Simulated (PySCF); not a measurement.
# Tl(SH): forces at shaken geometries

How stiff is Tl(SH)? Its atoms are displaced at random by several amounts. The structure is generated, not taken from experiment.

Method: PBE, Tl def2-SVP with ECP60, S def2-SVP, H def2-SVP; scalar-relativistic core potentials, no spin–orbit coupling; program: PySCF 2.14.0.

3 further runs of the same task are left out: 2 for a known fault of the program, 1 that didn't finish. Runs told in other sessions of the task aren't counted.

### Step 1. The system as given

3 atoms, charge 0, spin multiplicity 1.

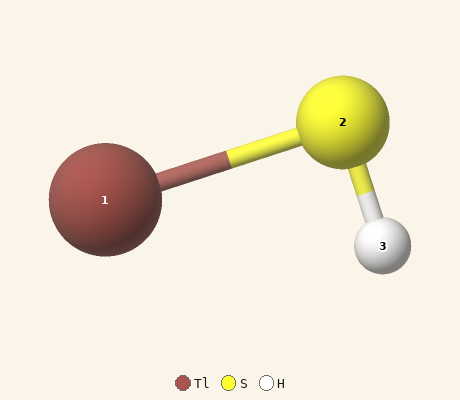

The structure; thallium brown, sulfur yellow, hydrogen white; atoms are numbered from 1 in the order of the file.

As a file:

```tsv
atom	x (Å)	y (Å)	z (Å)
Tl1	0.1003	0.0000	-0.1762
S2	-0.0893	0.0000	2.4454
H3	1.2726	0.0000	2.5415
```

Formal oxidation states: Tl +1. An earlier session relaxed this geometry at PBE, Tl def2-SVP with ECP60, S def2-SVP, H def2-SVP (singlet, point group Cs).

Its energy there is -571.090915 Eh.

### Step 2. Atoms moved at random, σ = 0.1 Å

File run.py (the lines that set the calculation):

```python
mol = gto.M(atom='''
Tl     0.10057    -0.07386    -0.12569
S     -0.11598    -0.05218     2.39914
H      1.29889     0.12604     2.53725''',
    basis={'Tl': 'def2-SVP', 'S': 'def2-SVP', 'H': 'def2-SVP'},
    ecp={'Tl': 'def2-SVP'},
    charge=0, spin=0)
mf = dft.RKS(mol, xc='PBE')
mf.grids.atom_grid = (50, 194)
mf = mf.density_fit()  # fitting sets: Tl def2-universal-JKFIT, S def2-universal-JKFIT, H def2-universal-JKFIT
mf.conv_tol = 1e-08; mf.max_cycle = 55
mf.kernel(dm0)  # dm0: the density of the relaxed state
```

Command:

```
OMP_NUM_THREADS=2 python run.py
```

The program printed:

```text
init E= -571.088014800714
  HOMO = -0.198463455171675  LUMO = -0.0890491434715086  gap/eV = 2.97732
cycle= 1 E= -571.087036098922  delta_E= 0.000979  |g|= 0.0441  |ddm|= 0.25
  HOMO = -0.197981978370333  LUMO = -0.086533303745641  gap/eV = 3.03267
cycle= 2 E= -571.086622158284  delta_E= 0.000414  |g|= 0.0553  |ddm|= 0.145
  HOMO = -0.194928261336303  LUMO = -0.0866019727370329  gap/eV = 2.94771
cycle= 3 E= -571.087711862713  delta_E= -0.00109  |g|= 0.015  |ddm|= 0.091
  HOMO = -0.196401288039009  LUMO = -0.0862937577283893  gap/eV = 2.99618
cycle= 4 E= -571.087791194352  delta_E= -7.93e-05  |g|= 0.00404  |ddm|= 0.0269
  HOMO = -0.196221526059935  LUMO = -0.0865448020357534  gap/eV = 2.98446
cycle= 5 E= -571.087798913004  delta_E= -7.72e-06  |g|= 0.000758  |ddm|= 0.00865
  HOMO = -0.196227942370276  LUMO = -0.0865083428307763  gap/eV = 2.98562
cycle= 6 E= -571.087799174408  delta_E= -2.61e-07  |g|= 0.000103  |ddm|= 0.0014
  HOMO = -0.196226971907088  LUMO = -0.0865042173879019  gap/eV = 2.98571
cycle= 7 E= -571.087799179299  delta_E= -4.89e-09  |g|= 1.42e-05  |ddm|= 0.000226
  HOMO = -0.196228501575365  LUMO = -0.086504657418021  gap/eV = 2.98574
Extra cycle  E= -571.087799179273  delta_E= 2.56e-11  |g|= 1.59e-05  |ddm|= 6.3e-05
converged SCF energy = -571.087799179273
```

It took 0.8 s on 2 threads of Arm Neoverse V1, shared host.

Read off: E = -571.087799 Eh (+0.085 eV from the relaxed state), HOMO -5.34 eV, LUMO -2.35 eV, Mulliken charge on Tl1 +0.26 e, largest force component 1.359 eV/Å. 

```tsv
atom	Fx	Fy	Fz (eV/Å)
Tl1	0.078	-0.007	-0.797
S2	1.280	0.178	0.950
H3	-1.359	-0.172	-0.152
```

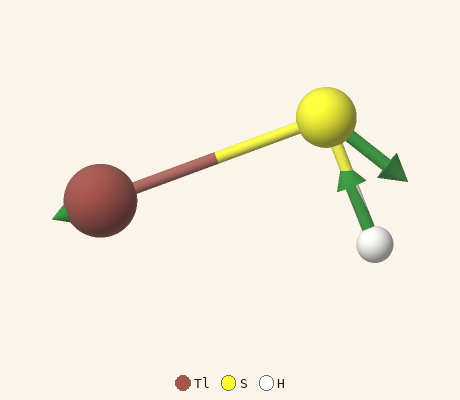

Forces as arrows, the longest for the largest force.

### Step 3. Atoms moved at random, σ = 0.03 Å

run.py (the lines that set the calculation), as its differences from that of step 2:

```diff
@@ -1,5 +1,5 @@
 mol = gto.M(atom='''
-Tl     0.10057    -0.07386    -0.12569
-S     -0.11598    -0.05218     2.39914
-H      1.29889     0.12604     2.53725''',
+Tl     0.13088     0.00216    -0.20858
+S     -0.11495    -0.00327     2.49218
+H      1.26755     0.00111     2.52709''',
     basis={'Tl': 'def2-SVP', 'S': 'def2-SVP', 'H': 'def2-SVP'},
```

Command:

```
OMP_NUM_THREADS=2 python run.py
```

The program printed:

```text
init E= -571.073678909384
  HOMO = -0.197684741337553  LUMO = -0.0963700821244223  gap/eV = 2.75691
cycle= 1 E= -571.088829509331  delta_E= -0.0152  |g|= 0.0443  |ddm|= 0.143
  HOMO = -0.1698088256594  LUMO = -0.0935419010117304  gap/eV = 2.07533
cycle= 2 E= -571.082332672685  delta_E= 0.0065  |g|= 0.126  |ddm|= 0.283
  HOMO = -0.184091062496663  LUMO = -0.0905928818738877  gap/eV = 2.54422
cycle= 3 E= -571.0898130582  delta_E= -0.00748  |g|= 0.0123  |ddm|= 0.203
  HOMO = -0.184459976630777  LUMO = -0.0912012567287907  gap/eV = 2.53770
cycle= 4 E= -571.089869555255  delta_E= -5.65e-05  |g|= 0.00174  |ddm|= 0.0209
  HOMO = -0.184568465324741  LUMO = -0.0912024712115471  gap/eV = 2.54062
cycle= 5 E= -571.089870700777  delta_E= -1.15e-06  |g|= 0.000534  |ddm|= 0.00307
  HOMO = -0.18458169015519  LUMO = -0.0911918624415671  gap/eV = 2.54127
cycle= 6 E= -571.089870818419  delta_E= -1.18e-07  |g|= 0.000132  |ddm|= 0.000958
  HOMO = -0.184597846792761  LUMO = -0.0911986142711586  gap/eV = 2.54152
cycle= 7 E= -571.089870824457  delta_E= -6.04e-09  |g|= 3.22e-05  |ddm|= 0.000183
  HOMO = -0.184612563815533  LUMO = -0.0911932701118408  gap/eV = 2.54207
Extra cycle  E= -571.089870821071  delta_E= 3.39e-09  |g|= 9.11e-05  |ddm|= 0.000214
converged SCF energy = -571.089870821071
```

Run time: 0.8 s. Hardware: 2 threads of Arm Neoverse V1, shared host.

Read off: E = -571.089871 Eh (+0.028 eV from the relaxed state), HOMO -5.02 eV, LUMO -2.48 eV, Mulliken charge on Tl1 +0.30 e, largest force component 0.549 eV/Å. 

```tsv
atom	Fx	Fy	Fz (eV/Å)
Tl1	-0.075	-0.001	0.509
S2	0.465	0.002	-0.549
H3	-0.390	-0.001	0.040
```

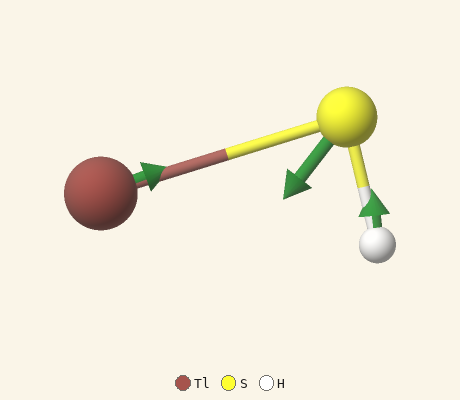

Forces as arrows, the longest for the largest force.

### Step 4. Atoms moved at random, σ = 0.03 Å

run.py (the lines that set the calculation), as its differences from that of step 3:

```diff
@@ -1,5 +1,5 @@
 mol = gto.M(atom='''
-Tl     0.13088     0.00216    -0.20858
-S     -0.11495    -0.00327     2.49218
-H      1.26755     0.00111     2.52709''',
+Tl     0.09476     0.03837    -0.19827
+S     -0.09454    -0.03816     2.43308
+H      1.28326    -0.00021     2.57589''',
     basis={'Tl': 'def2-SVP', 'S': 'def2-SVP', 'H': 'def2-SVP'},
```

Command:

```
OMP_NUM_THREADS=2 python run.py
```

The program printed:

```text
init E= -571.0844647355
  HOMO = -0.193432261986559  LUMO = -0.0916690366760013  gap/eV = 2.76912
cycle= 1 E= -571.090580714204  delta_E= -0.00612  |g|= 0.0154  |ddm|= 0.0905
  HOMO = -0.185125119302922  LUMO = -0.0900587142867405  gap/eV = 2.58689
cycle= 2 E= -571.090286850614  delta_E= 0.000294  |g|= 0.0296  |ddm|= 0.0736
  HOMO = -0.189565683141349  LUMO = -0.0893463321412244  gap/eV = 2.72711
cycle= 3 E= -571.090670103023  delta_E= -0.000383  |g|= 0.00706  |ddm|= 0.055
  HOMO = -0.189109774125723  LUMO = -0.0896372919366646  gap/eV = 2.70678
cycle= 4 E= -571.090690214769  delta_E= -2.01e-05  |g|= 0.00075  |ddm|= 0.0112
  HOMO = -0.189169510277842  LUMO = -0.0896509521177106  gap/eV = 2.70804
cycle= 5 E= -571.090690417412  delta_E= -2.03e-07  |g|= 0.000255  |ddm|= 0.00147
  HOMO = -0.189168514321056  LUMO = -0.0896401115325521  gap/eV = 2.70831
cycle= 6 E= -571.090690445639  delta_E= -2.82e-08  |g|= 2.83e-05  |ddm|= 0.000439
  HOMO = -0.189172308176205  LUMO = -0.0896417752630315  gap/eV = 2.70836
cycle= 7 E= -571.090690445954  delta_E= -3.15e-10  |g|= 5.36e-06  |ddm|= 5.29e-05
  HOMO = -0.189174175867876  LUMO = -0.0896413134412343  gap/eV = 2.70843
Extra cycle  E= -571.090690445906  delta_E= 4.82e-11  |g|= 1.11e-05  |ddm|= 2.62e-05
converged SCF energy = -571.090690445906
```

Wall time 0.8 s (2 threads of Arm Neoverse V1, shared host).

Read off: E = -571.090690 Eh (+0.006 eV from the relaxed state), HOMO -5.15 eV, LUMO -2.44 eV, Mulliken charge on Tl1 +0.29 e, largest force component 0.470 eV/Å. 

```tsv
atom	Fx	Fy	Fz (eV/Å)
Tl1	0.013	-0.001	0.085
S2	0.457	0.014	-0.001
H3	-0.470	-0.013	-0.084
```

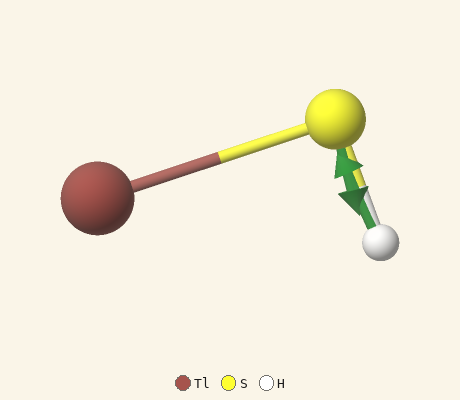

Forces as arrows, the longest for the largest force.

### Step 5. Results

| σ (Å) | energy rise (eV) | harmonic estimate −½ F·u (eV) | largest force component (eV/Å) |
| --- | --- | --- | --- |
| 0.1 | 0.085 | 0.092 | 1.36 |
| 0.03 | 0.028 | 0.027 | 0.55 |
| 0.03 | 0.006 | 0.006 | 0.47 |

Every displacement raises the energy. For a harmonic well the rise equals −½ F·u; the two differ by at most 8 % here (a move with σ = 0.1 Å), from anharmonicity, the grid and the small forces left at the relaxed point. These are double-zeta-type bases without diffuse functions. Spin–orbit coupling is left out.
